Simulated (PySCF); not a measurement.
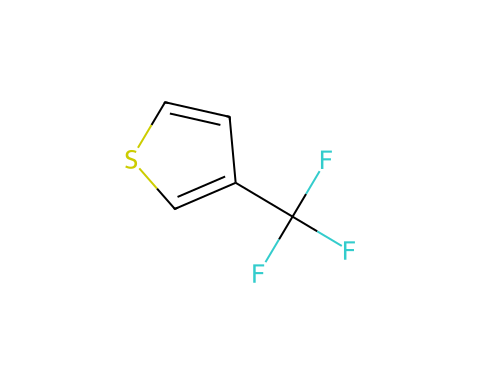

Computed geometry: GFN2-xTB optimisation. No frequency run is at hand to confirm it as a minimum. Properties computed with PBE0/pcSseg-1, gas phase (PySCF 2.14.0).

### Estimate the HOMO energy (Kohn–Sham orbital).

−7.62 eV.

### Estimate the LUMO energy (Kohn–Sham orbital).

−1.06 eV.

### What is the dipole moment?

2.54 D.
